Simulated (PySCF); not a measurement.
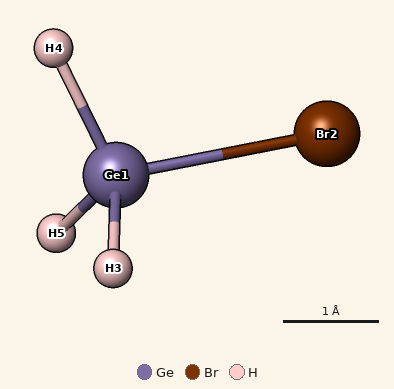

Fig. 1: The structure as given in the input (ball-and-stick view, seen at a tilt; atoms are numbered from 1 in the order of the input). Sticks mark near contacts. Bond lengths as drawn: Br–Ge 2.31 Å and Ge–H 1.53 Å.

## Two runs on GeH3Br

System: GeH3Br.
Method of the first run: TDDFT PBE/def2-SVPD, vertical, gas phase, core orbitals frozen in the response (PySCF 2.14.0).

The geometry comes from this level: PBE0-D3(BJ)/def2-SVP. Text and figures count atoms from 1; the logs count them from 0 in places.

Input, the first run:
```
{"job": {"kind": "uv", "xc": "PBE", "basis": "def2-SVPD", "ip": true}, "charge": 0, "multiplicity": 1}
Ge     0.124360     0.170165    -0.052874
Br     2.432269     0.225429     0.080510
H     -0.392962    -0.486680     1.233426
H     -0.360132     1.620734    -0.176425
H     -0.245309    -0.654874    -1.292603
```

The first line tells a small driver script what to run in PySCF; the rest is the geometry in Å.

Command:
```bash
OMP_NUM_THREADS=1 python <driver script> task.json out
```

Hardware: 1 CPU thread, shared host.

Output (the first run):
```
coarse grid: 22168 points
cycle   1  E = -4651.6760519013  dE = -1.654e+00  |g| = 5.480e-01  |ddm| = 2.349e+00
cycle   2  E = -4651.6379919404  dE =  3.806e-02  |g| = 7.289e-01  |ddm| = 9.810e-01
cycle   3  E = -4651.7070753428  dE = -6.908e-02  |g| = 9.932e-02  |ddm| = 7.114e-01
cycle   4  E = -4651.7092207751  dE = -2.145e-03  |g| = 1.670e-02  |ddm| = 1.289e-01
cycle   5  E = -4651.7093084619  dE = -8.769e-05  |g| = 3.571e-03  |ddm| = 3.126e-02
cycle   6  E = -4651.7093131069  dE = -4.645e-06  |g| = 8.855e-04  |ddm| = 8.469e-03
final grid: 42232 points
cycle   7  E = -4651.7092763533  dE =  1.051e-07  |g| = 1.159e-03  |ddm| = 3.562e-03
cycle   8  E = -4651.7092761393  dE =  2.140e-07  |g| = 1.561e-03  |ddm| = 4.185e-03
cycle   9  E = -4651.7092767283  dE = -5.890e-07  |g| = 1.074e-04  |ddm| = 2.268e-03
cycle  10  E = -4651.7092767313  dE = -2.943e-09  |g| = 2.256e-05  |ddm| = 1.394e-04
cycle  11  E = -4651.7092767315  dE = -2.201e-10  |g| = 3.341e-06  |ddm| = 3.270e-05
converged SCF energy = -4651.7092767315

Static polarisability (au): isotropic 56.316, principal 50.079 50.091 68.779

Singlet excitations
state   eV       nm        f      main configurations
  1   5.4876    225.9   0.01387   H->L 0.99
  2   5.4889    225.9   0.01391   H-1->L 0.99
  3   6.3932    193.9   0.00164   H->L+1 0.99
  4   6.3941    193.9   0.00165   H-1->L+1 0.99
  5   7.2141    171.9   0.00000   H-1->L+2 0.45, H->L+3 0.43
  6   7.3039    169.8   0.00029   H->L+2 0.57, H-1->L+3 0.35
  7   7.3043    169.7   0.00031   H->L+3 0.48, H-1->L+2 0.44
  8   7.3169    169.4   0.00019   H-1->L+3 0.48, H->L+2 0.25, H-2->L 0.16
  9   7.6627    161.8   0.00627   H-3->L 0.96
 10   7.6656    161.7   0.00636   H-4->L 0.96

Triplet excitations (Tamm-Dancoff, eV): 5.0788 5.0796 6.2530 6.2542
Vertical ionisation energy (delta-SCF) = 10.4184 eV
Vertical electron affinity (delta-SCF) = -0.5195 eV
```

The second run used a changed input.

The two runs side by side:

```csv
quantity,the first run,the second run
outcome,converged,converged
total energy (hartree),−4651.709277,−4652.389931
HOMO (eV),−7.02,−9.39
LUMO (eV),−1.73,−0.11
dipole moment (D),1.81,2.02
lowest excitation (eV),5.49,6.33
SCF iterations,11,9
strongest computed line (eV),5.49,8.43
basis functions,103,103
wall time (shared host),34 s,13 s
```

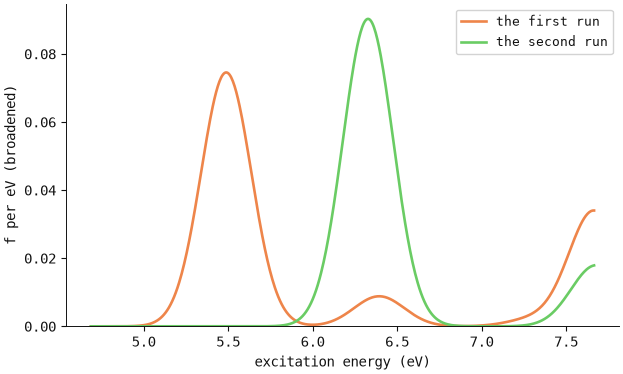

Fig. 2: Absorption of the two runs from their computed states, each broadened by a Gaussian of 0.35 eV full width; the range ends where the shorter list of states ends.

What was changed in the input?

The change (lines with − go, lines with + come):
```diff
-"xc": "PBE"
+"xc": "BHandHLYP"
```

The total energies belong to different methods, so their difference says nothing on which is more stable or more accurate. The HOMO goes from −7.02 to −9.39 eV. The LUMO goes from −1.73 to −0.11 eV. The dipole moment goes from 1.81 to 2.02 D. The lowest excitation goes from 5.49 to 6.33 eV. The strongest computed line goes from 5.49 to 8.43 eV. The functional changes from PBE to BHandHLYP. Exact exchange removes part of the self-interaction error of semilocal functionals, which pushes filled and empty levels apart. The SCF takes 9 iterations against 11.

Output (the second run):
```
coarse grid: 22168 points
cycle   1  E = -4652.3650830339  dE = -1.742e+00  |g| = 3.472e-01  |ddm| = 2.214e+00
cycle   2  E = -4652.3712166876  dE = -6.134e-03  |g| = 3.415e-01  |ddm| = 6.692e-01
cycle   3  E = -4652.3898821261  dE = -1.867e-02  |g| = 2.214e-02  |ddm| = 3.318e-01
cycle   4  E = -4652.3899449850  dE = -6.286e-05  |g| = 5.483e-03  |ddm| = 3.747e-02
cycle   5  E = -4652.3899519139  dE = -6.929e-06  |g| = 9.351e-04  |ddm| = 1.387e-02
final grid: 42232 points
cycle   6  E = -4652.3899304760  dE = -1.879e-07  |g| = 7.624e-04  |ddm| = 2.481e-03
cycle   7  E = -4652.3899305170  dE = -4.098e-08  |g| = 6.642e-04  |ddm| = 1.598e-03
cycle   8  E = -4652.3899305746  dE = -5.766e-08  |g| = 3.839e-05  |ddm| = 6.712e-04
cycle   9  E = -4652.3899305751  dE = -4.875e-10  |g| = 1.406e-05  |ddm| = 6.166e-05
converged SCF energy = -4652.3899305751

Static polarisability (au): isotropic 53.115, principal 47.360 47.372 64.613

Singlet excitations
state   eV       nm        f      main configurations
  1   6.3272    196.0   0.01680   H->L 0.92
  2   6.3283    195.9   0.01684   H-1->L 0.92
  3   7.6774    161.5   0.00333   H->L+1 0.94
  4   7.6785    161.5   0.00336   H-1->L+1 0.94
  5   8.4031    147.5   0.00000   H-1->L+2 0.45, H->L+3 0.44
  6   8.4341    147.0   0.09381   H-2->L 0.43, H->L+2 0.25, H-1->L+3 0.24
  7   8.5646    144.8   0.00389   H-1->L+3 0.27, H->L+2 0.27, H->L+3 0.18
  8   8.5650    144.8   0.00397   H->L+3 0.28, H-1->L+2 0.27, H-1->L+3 0.18
  9   8.6818    142.8   0.00006   H-3->L 0.73, H->L+4 0.14
 10   8.6837    142.8   0.00006   H-4->L 0.73, H-1->L+4 0.14

Triplet excitations (Tamm-Dancoff, eV): 5.8531 5.8538 7.2278 7.3975
Vertical ionisation energy (delta-SCF) = 10.6769 eV
```

For both runs: Spin–orbit coupling is left out, which matters for the heavy atoms.
